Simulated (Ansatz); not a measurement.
# One shape, several levels: [BPH5]− (SMILES [BH3-]P)

Wanted: a comparison of 6 runs (B2PLYP/STO-3G, PBE0/STO-3G, r2SCAN0/STO-3G, RPA@PBE/STO-3G, UMP2/STO-3G, CCSDTQ/STO-3G) of [BPH5]−. 

The results are computed with Ansatz 0.2.0.

1 further run of the same task is left out (set aside as unsound or not needed).

## 1. The system as given

[BPH5]−: 7 atoms, total charge -1, spin state singlet. As SMILES, `[BH3-]P`. The H6–P2 distance was set to 1.731 Å, away from the relaxed value.

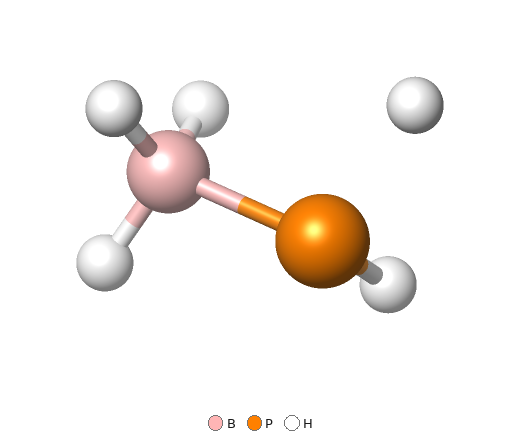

Viewed from a chosen angle; boron pink, phosphorus orange, hydrogen white.

## 2. A single-point energy at B2PLYP/STO-3G (run 1)

job.yaml

```yaml
crystal:
  periodic: [false, false, false]
  atoms:
    - {symbol: B, position_ang: [-0.386529, -0.844727, -0.357783]}
    - {symbol: P, position_ang: [0.817071, -0.024637, 1.001387]}
    - {symbol: H, position_ang: [-1.464769, -0.969057, 0.180477]}
    - {symbol: H, position_ang: [0.092231, -1.925977, -0.621283]}
    - {symbol: H, position_ang: [-0.437929, -0.119277, -1.324293]}
    - {symbol: H, position_ang: [0.219110, 1.599520, 0.971100]}
    - {symbol: H, position_ang: [1.878351, 0.335203, 0.186747]}
basis:
  gaussian: {orbitals: STO-3G}
total_charge: -1
hamiltonian: {xc: {name: B2PLYP}}
correlation: {frozen_orbitals: {B: 1, H: 0, P: 5}}
accuracy: high
```

On the command line:

```console
$ ansatz run job.yaml --threads 1 --pin off --max-ram 2610MiB --events-out events.jsonl --progress --plain --runs-dir runs
```

The program printed:

```text
Warning: RAYON_NUM_THREADS=1 ignored (pool sized by the plan → 1); use --threads N
Functional definition: B2PLYP
  name "B2PLYP"
  parameter a = 0.53
  parameter c = 0.27
  exchange = (1 - a)*b88_x + a*exact_x
  correlation = (1 - c)*lyp_c + c*(mp2_os + mp2_ss)
332 factors; integrals over basis functions are off by at most 1.3e-8 eV
mean field evaluation 1: about -9921.7808 eV, gradient 1.3e1 eV
mean field evaluation 2: about -9921.7756 eV, gradient 1.2e1 eV
mean field evaluation 4: about -9922.4986 eV, gradient 8.8e-1 eV
mean field evaluation 8: about -9922.5016 eV, gradient 3.5e-3 eV
mean field evaluation 16: about -9922.5016 eV, gradient 7.0e-8 eV
mean field -9922.50157016 eV, -364.6452069902 hartree, gradient 7.0e-8 eV, S^2 0.000000; 0 other end points of the search recorded, 0 dependent functions left out
6 core orbitals not correlated: weight in the atoms' cores, before any rotation towards them, 1.000 or more for the frozen orbitals, at most 0.000 for the correlated occupied ones
reference -9922.50158796 eV, -364.6452076443 hartree; 7, 7 occupied and 6, 6 virtual orbitals, 332 factors
second order -3.00958162 eV of doubles, -0.00000000 eV of singles
Total energy: -9923.31417499 eV, -364.6750696671 hartree
```

Run time: 1.3 s. Hardware: 1 thread of Arm Neoverse V2, shared host; peak memory 0.1 GiB.

## 3. The energy at PBE0/STO-3G (run 2)

in.yaml

```yaml
crystal:
  periodic: [false, false, false]
  atoms:
    - symbol: B
      position_ang: [-0.386529, -0.844727, -0.357783]
    - symbol: P
      position_ang: [0.817071, -0.024637, 1.001387]
    - symbol: H
      position_ang: [-1.464769, -0.969057, 0.180477]
    - symbol: H
      position_ang: [0.092231, -1.925977, -0.621283]
    - symbol: H
      position_ang: [-0.437929, -0.119277, -1.324293]
    - symbol: H
      position_ang: [0.219110, 1.599520, 0.971100]
    - symbol: H
      position_ang: [1.878351, 0.335203, 0.186747]
basis:
  gaussian:
    orbitals: STO-3G
accuracy: high
hamiltonian:
  xc: pbe0
total_charge: -1
```

On the command line:

```console
$ ansatz run in.yaml --threads 1 --pin off --max-ram 2610MiB --events-out events.jsonl --progress --plain --runs-dir runs
```

The program printed:

```text
Warning: RAYON_NUM_THREADS=1 ignored (pool sized by the plan → 1); use --threads N
Functional definition: PBE0
  name "PBE0"
  parameter a = 0.25
  parameter kappa = 0.804
  parameter beta = 0.06672455060314922
  exchange = (1 - a)*pbe_x(kappa = kappa, mu = beta*pi^2/3) + a*exact_x
  correlation = pbe_c(beta = beta)
332 factors; integrals over basis functions are off by at most 1.3e-8 eV
mean field evaluation 1: about -9924.1641 eV, gradient 1.6e1 eV
mean field evaluation 2: about -9924.4201 eV, gradient 1.3e1 eV
mean field evaluation 4: about -9925.2031 eV, gradient 1.6e-1 eV
mean field evaluation 8: about -9925.1507 eV, gradient 7.1e-4 eV
mean field evaluation 16: about -9925.1507 eV, gradient 1.0e-8 eV
mean field -9925.15074100 eV, -364.7425622228 hartree, gradient 1.0e-8 eV, S^2 0.000000; 0 other end points of the search recorded, 0 dependent functions left out
reference -9925.15074239 eV, -364.7425622741 hartree; 13, 13 occupied and 6, 6 virtual orbitals, 332 factors
Total energy: -9925.15074239 eV, -364.7425622741 hartree
```

It took 1 s on 1 thread of Arm Neoverse V2, shared host; peak memory 0.096 GiB.

Run 3 isn't shown in full; the table further down has it.

## 4. The energy at RPA@PBE/STO-3G (run 4)

in.yaml

```yaml
crystal:
  periodic: [false, false, false]
  atoms:
    - {symbol: B, position_ang: [-0.386529, -0.844727, -0.357783]}
    - {symbol: P, position_ang: [0.817071, -0.024637, 1.001387]}
    - {symbol: H, position_ang: [-1.464769, -0.969057, 0.180477]}
    - {symbol: H, position_ang: [0.092231, -1.925977, -0.621283]}
    - {symbol: H, position_ang: [-0.437929, -0.119277, -1.324293]}
    - {symbol: H, position_ang: [0.219110, 1.599520, 0.971100]}
    - {symbol: H, position_ang: [1.878351, 0.335203, 0.186747]}
basis:
  gaussian:
    orbitals: STO-3G
total_charge: -1
hamiltonian:
  xc: {name: PBE}
correlation:
  method: rpa
  frozen_orbitals: {B: 1, H: 0, P: 5}
accuracy: high
```

On the command line:

```console
$ ansatz run in.yaml --threads 1 --pin off --max-ram 2610MiB --events-out events.jsonl --progress --plain --runs-dir runs
```

The program printed:

```text
Warning: RAYON_NUM_THREADS=1 ignored (pool sized by the plan → 1); use --threads N
Functional definition: PBE
  name "PBE"
[... 2 set-up lines as earlier in the session ...]
  exchange = pbe_x(kappa = kappa, mu = beta*pi^2/3)
[... 1 set-up line as earlier in the session ...]
332 factors; integrals over basis functions are off by at most 1.3e-8 eV
mean field evaluation 1: about -9921.7626 eV, gradient 2.1e1 eV
mean field evaluation 2: about -9921.6865 eV, gradient 2.1e1 eV
mean field evaluation 4: about -9923.4374 eV, gradient 3.0e0 eV
mean field evaluation 8: about -9923.4870 eV, gradient 1.6e-2 eV
mean field evaluation 16: about -9923.4870 eV, gradient 2.9e-8 eV
mean field -9923.48697683 eV, -364.6814200175 hartree, gradient 2.9e-8 eV, S^2 0.000000; 0 other end points of the search recorded, 0 dependent functions left out
6 core orbitals not correlated: weight in the atoms' cores, before any rotation towards them, 0.999 or more for the frozen orbitals, at most 0.000 for the correlated occupied ones
reference -9905.43882083 eV, -364.0181625180 hartree; 7, 7 occupied and 6, 6 virtual orbitals, 332 factors
Total energy: -9910.84923814 eV, -364.2169916867 hartree
```

Run time: 1.5 s. Hardware: 1 thread of Arm Neoverse V2, shared host; peak memory 0.1 GiB.

Run 5 isn't shown in full; the table further down has it.

## 5. A single-point energy at CCSDTQ/STO-3G (run 6)

molecule.yaml

```yaml
crystal:
  periodic: [false, false, false]
  atoms:
    - {symbol: B, position_ang: [-0.386529, -0.844727, -0.357783]}
    - {symbol: P, position_ang: [0.817071, -0.024637, 1.001387]}
    - {symbol: H, position_ang: [-1.464769, -0.969057, 0.180477]}
    - {symbol: H, position_ang: [0.092231, -1.925977, -0.621283]}
    - {symbol: H, position_ang: [-0.437929, -0.119277, -1.324293]}
    - {symbol: H, position_ang: [0.219110, 1.599520, 0.971100]}
    - {symbol: H, position_ang: [1.878351, 0.335203, 0.186747]}
basis:
  gaussian:
    orbitals: STO-3G
total_charge: -1
correlation:
  method: ccsdtq
  frozen_orbitals: {B: 1, H: 0, P: 5}
accuracy: high
scf:
  omitted_lower_state_checks: [cluster_reference, increment]
```

On the command line:

```console
$ ansatz run molecule.yaml --threads 1 --pin off --max-ram 2610MiB --events-out events.jsonl --progress --plain --runs-dir runs
```

The program printed, cut to the lines that bear on the results:

```text
Warning: RAYON_NUM_THREADS=1 ignored (pool sized by the plan → 1); use --threads N
Functional definition: HF
  name "HF"
[...]
332 factors; integrals over basis functions are off by at most 1.3e-8 eV
[...]
mean field -9905.72918252 eV, -364.0288331132 hartree, gradient 4.6e-8 eV, S^2 0.000000; 0 other end points of the search recorded, 0 dependent functions left out
6 core orbitals not correlated: weight in the atoms' cores, before any rotation towards them, 1.000 or more for the frozen orbitals, at most 0.000 for the correlated occupied ones
reference -9905.72918252 eV, -364.0288331132 hartree; 7, 7 occupied and 6, 6 virtual orbitals, 332 factors
second order -2.32789467 eV of doubles, -0.00000000 eV of singles
cycle   1  -2.99133885 eV  change   -6.6e-1 eV  update   7.1e-2
[...]
cycle  20  -3.39802348 eV  change   2.6e-10 eV  update  5.2e-10
Total energy: -9909.12720600 eV, -364.1537081727 hartree
Checks for a lower state left out: cluster_reference, increment
```

Run time: 3.6 s. Hardware: 1 thread of Arm Neoverse V2, shared host; peak memory 0.11 GiB.

## 6. Overview of the runs

```
run           level  frozen core orbitals  energy (Eh)  wall time
  1   B2PLYP/STO-3G                     6  -364.675070      1.3 s
  2     PBE0/STO-3G                     –  -364.742562        1 s
  3  r2SCAN0/STO-3G                     –  -364.871928      2.1 s
  4  RPA@PBE/STO-3G                     6  -364.216992      1.5 s
  5     UMP2/STO-3G                     6  -364.114382      0.1 s
  6   CCSDTQ/STO-3G                     6  -364.153708      3.6 s
```

## 7. What came out

| quantity | value |
| --- | --- |
| run 6: total energy | -364.15371 Eh |
| run 6: correlation energy (6 core orbitals frozen) | -124.9 mEh |
| run 6: T1 diagnostic | 0.008 |

**Reading.** Totals of different functionals can't be ranked against each other. In runs 1, 2, 3, 4, 5, 6 the basis is minimal, so the values are rough. All runs together took 9.6 s, the longest 3.6 s.
